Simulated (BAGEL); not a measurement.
**UHF/STO-3G (density fitting with qzvpp-jkfit) run of SiNH2Cl2O (SMILES N[Si]([O])(Cl)Cl)**

What is the energy change on altering one bond length of SiNH2Cl2O at UHF/STO-3G (density fitting with qzvpp-jkfit)? 

The calculation is run with BAGEL 1.2.2.

5 further runs of the same task are left out: 5 that didn't finish.

**1. The molecule**

SiNH2Cl2O has 7 atoms, charge 0, and is taken as a doublet. SMILES: `N[Si]([O])(Cl)Cl`. The coordinates come from a PBE0-D4/def2-TZVP relaxation. This is one conformer, not always the lowest.

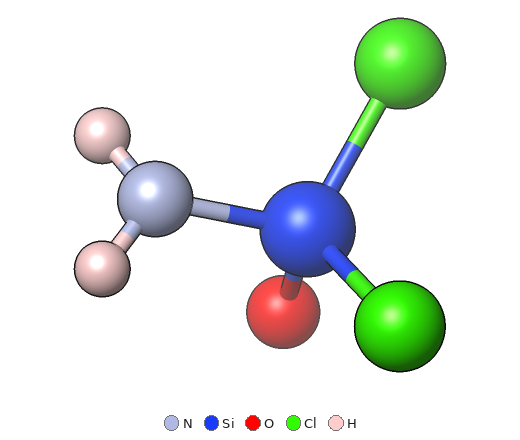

Viewed from a chosen angle; nitrogen light blue, silicon blue, oxygen red, chlorine green, hydrogen pink.

**2. A single-point energy at UHF/STO-3G (density fitting with qzvpp-jkfit)**

File job.json:

```json
{ "bagel" : [

{
  "title" : "molecule",
  "basis" : "sto-3g",
  "df_basis" : "qzvpp-jkfit",
  "angstrom" : "true",
  "geometry" : [
    { "atom" : "N", "xyz" : [    0.430000,   -0.083200,    0.976600 ] },
    { "atom" : "Si", "xyz" : [   -0.271600,    0.056200,   -0.572500 ] },
    { "atom" : "O", "xyz" : [    0.783100,   -0.791700,   -1.455700 ] },
    { "atom" : "Cl", "xyz" : [   -2.137300,   -0.738800,   -0.562700 ] },
    { "atom" : "Cl", "xyz" : [   -0.384500,    2.009200,   -1.107200 ] },
    { "atom" : "H", "xyz" : [    1.264300,    0.438800,    1.199800 ] },
    { "atom" : "H", "xyz" : [    0.377400,   -0.958600,    1.475900 ] }
  ]
},
{ "title" : "uhf", "nopen" : 1 },
{ "title" : "print", "file" : "orbitals.molden", "orbitals" : "true" }

]}
```

Run with:

```
BAGEL_NUM_THREADS=1 BAGEL job.json > job.out
```

Output:

```text
* using 1 threads per process

  ===============================================================
  ===============================================================

  *** Geometry ***

  { "atom" : "N", "xyz" : [      0.812582,     -0.157225,      1.845507 ] },
  { "atom" : "Si", "xyz" : [     -0.513250,      0.106203,     -1.081868 ] },
  { "atom" : "O", "xyz" : [      1.479845,     -1.496096,     -2.750874 ] },
  { "atom" : "Cl", "xyz" : [     -4.038912,     -1.396130,     -1.063349 ] },
  { "atom" : "Cl", "xyz" : [     -0.726600,      3.796838,     -2.092305 ] },
  { "atom" : "H", "xyz" : [      2.389181,      0.829212,      2.267293 ] },
  { "atom" : "H", "xyz" : [      0.713183,     -1.811491,      2.789047 ] },

  Number of auxiliary basis functions:      574

  Since a DF basis is specified, we compute 2- and 3-index integrals:
    o Being stored without compression. Storage requirement is 0.007 GB

  Number of basis functions:       39
  Number of electrons      :       65

    * METHOD: MOLECULE                             0.28

  *** Open-shell HF ***

  === Nuclear Repulsion ===
   364.1527286513

      * DIIS with orbital gradients will be used.

  === UHF iteration (sto-3g) ===
      0      -1323.20382276          0.03792845           0.12
      1      -1323.23527112          0.04903164           0.11
      2      -1323.37464750          0.03152914           0.11
      3      -1323.56799189          0.00853429           0.11
      4      -1323.59737683          0.00585653           0.11
      5      -1323.61871649          0.00195589           0.11
      6      -1323.62103568          0.00154410           0.11
      7      -1323.62316318          0.00095114           0.11
      8      -1323.62351893          0.00082451           0.11
      9      -1323.62402948          0.00023804           0.11
     10      -1323.62407955          0.00004426           0.11
     11      -1323.62408421          0.00001468           0.11
     12      -1323.62408650          0.00000654           0.11
     13      -1323.62408723          0.00000243           0.11
     14      -1323.62408734          0.00000106           0.11
     15      -1323.62408735          0.00000063           0.11
     16      -1323.62408735          0.00000021           0.11
     17      -1323.62408735          0.00000014           0.11
     18      -1323.62408735          0.00000012           0.11
     19      -1323.62408735          0.00000012           0.11
     20      -1323.62408735          0.00000011           0.11
     21      -1323.62408735          0.00000009           0.11
     22      -1323.62408735          0.00000007           0.12
     23      -1323.62408735          0.00000004           0.12
     24      -1323.62408735          0.00000003           0.12
     25      -1323.62408735          0.00000002           0.12
     26      -1323.62408735          0.00000001           0.12
    * SCF iteration converged.

    * S^2 (UHF) is 0.7548

    * Permanent dipole moment:
           (   -0.900991,     0.496793,    -0.391051) a.u.

    * METHOD: UHF                                  3.23

    * METHOD: PRINT                                0.00

  ===============================================================
```

Wall time 3.9 s (1 thread of Arm Neoverse V1, shared host); peak memory 0.084 GiB.

**3. The distorted shape**

File input.json:

```json
{ "bagel": [

{
  "title": "molecule",
  "basis": "sto-3g",
  "df_basis": "qzvpp-jkfit",
  "angstrom": "true",
  "geometry": [
    { "atom": "N", "xyz": [   -0.237401,   -0.500775,    0.798051 ] },
    { "atom": "Si", "xyz": [   -0.939001,   -0.361375,   -0.751049 ] },
    { "atom": "O", "xyz": [    0.115699,   -1.209275,   -1.634249 ] },
    { "atom": "Cl", "xyz": [   -2.804701,   -1.156375,   -0.741249 ] },
    { "atom": "Cl", "xyz": [   -1.051901,    1.591625,   -1.285749 ] },
    { "atom": "H", "xyz": [    1.264300,    0.438800,    1.199800 ] },
    { "atom": "H", "xyz": [   -0.290001,   -1.376175,    1.297351 ] }
  ]
},
{ "title": "uhf", "nopen": 1 },
{ "title": "print", "file": "orbitals.molden", "orbitals": "true" }

]}
```

Run with:

```
BAGEL_NUM_THREADS=1 BAGEL input.json > input.out
```

Output:

```text
* using 1 threads per process

  ===============================================================
  ===============================================================

  *** Geometry ***

  { "atom" : "N", "xyz" : [     -0.448623,     -0.946328,      1.508098 ] },
  { "atom" : "Si", "xyz" : [     -1.774455,     -0.682900,     -1.419277 ] },
  { "atom" : "O", "xyz" : [      0.218639,     -2.285199,     -3.088283 ] },
  { "atom" : "Cl", "xyz" : [     -5.300117,     -2.185232,     -1.400758 ] },
  { "atom" : "Cl", "xyz" : [     -1.987805,      3.007735,     -2.429713 ] },
  { "atom" : "H", "xyz" : [      2.389181,      0.829212,      2.267293 ] },
  { "atom" : "H", "xyz" : [     -0.548022,     -2.600594,      2.451638 ] },

  Number of auxiliary basis functions:      574

  Since a DF basis is specified, we compute 2- and 3-index integrals:
    o Being stored without compression. Storage requirement is 0.007 GB

  Number of basis functions:       39
  Number of electrons      :       65

    * METHOD: MOLECULE                             0.28

  *** Open-shell HF ***

  === Nuclear Repulsion ===
   360.8989068810

      * DIIS with orbital gradients will be used.

  === UHF iteration (sto-3g) ===
      0      -1323.00447116          0.03728733           0.12
      1      -1321.38265781          0.10513134           0.12
      2      -1320.27389073          0.10334598           0.12
      3      -1323.15914346          0.02802985           0.11
      4      -1323.28823687          0.01525347           0.11
      5      -1323.36152783          0.00794997           0.11
      6      -1323.40087082          0.00241909           0.11
      7      -1323.41232149          0.00191445           0.11
      8      -1323.42848834          0.00148241           0.11
      9      -1323.43837939          0.00131847           0.11
     10      -1323.45162671          0.00075447           0.11
     11      -1323.45200684          0.00064942           0.11
     12      -1323.45252198          0.00055131           0.11
     13      -1323.45333446          0.00041411           0.11
     14      -1323.45383267          0.00035277           0.11
     15      -1323.45421861          0.00029567           0.11
     16      -1323.45472120          0.00021161           0.11
     17      -1323.45485143          0.00019046           0.11
     18      -1323.45492723          0.00017952           0.11
     19      -1323.45495979          0.00017521           0.11
     20      -1323.45508253          0.00015790           0.11
     21      -1323.45535840          0.00011759           0.11
     22      -1323.45544402          0.00008712           0.11
     23      -1323.45551436          0.00004648           0.11
     24      -1323.45552253          0.00002366           0.11
     25      -1323.45552325          0.00001418           0.11
     26      -1323.45552350          0.00000841           0.11
     27      -1323.45552358          0.00000408           0.12
     28      -1323.45552360          0.00000196           0.12
     29      -1323.45552360          0.00000174           0.12
     30      -1323.45552360          0.00000156           0.12
     31      -1323.45552360          0.00000135           0.12
     32      -1323.45552361          0.00000109           0.12
     33      -1323.45552362          0.00000074           0.12
     34      -1323.45552363          0.00000044           0.12
     35      -1323.45552363          0.00000031           0.12
     36      -1323.45552363          0.00000025           0.12
     37      -1323.45552363          0.00000022           0.12
     38      -1323.45552363          0.00000019           0.12
     39      -1323.45552363          0.00000016           0.12
     40      -1323.45552363          0.00000013           0.12
     41      -1323.45552363          0.00000007           0.12
     42      -1323.45552363          0.00000004           0.12
     43      -1323.45552363          0.00000003           0.12
     44      -1323.45552363          0.00000003           0.12
     45      -1323.45552363          0.00000002           0.12
     46      -1323.45552363          0.00000002           0.12
     47      -1323.45552363          0.00000002           0.12
     48      -1323.45552363          0.00000001           0.12
     49      -1323.45552363          0.00000001           0.12
     50      -1323.45552363          0.00000001           0.11
    * SCF iteration converged.

    * S^2 (UHF) is 1.5904

    * Permanent dipole moment:
           (   -0.547554,     0.756806,    -0.200201) a.u.

    * METHOD: UHF                                  5.98

    * METHOD: PRINT                                0.00

  ===============================================================
```

Wall time 6.6 s (1 thread of Arm Neoverse V1, shared host); peak memory 0.084 GiB.

**4. Summary of results**

At UHF/STO-3G (density fitting with qzvpp-jkfit):

| quantity | value |
| --- | --- |
| first shape: total energy | -1323.62409 Eh |
| first shape: dipole moment | 2.80 D |
| first shape: ⟨S²⟩ | 0.755 |
| distorted shape: total energy | -1323.45552 Eh |
| distorted shape: dipole moment | 2.43 D |
| distorted shape: ⟨S²⟩ | 1.590 |
| energy change with the N1–H6 bond stretched from 1.009 to 1.816 Å | 4.587 eV |

**Reading.** With the N1–H6 bond stretched from 1.009 to 1.816 Å the energy rises by 4.59 eV (443 kJ/mol). The first shape isn't relaxed at this level, so the change isn't measured from a minimum. The minimal basis adds a large error of its own. ⟨S²⟩ (distorted shape) is 1.59 where a pure doublet has 0.75: the reference is spin-contaminated.
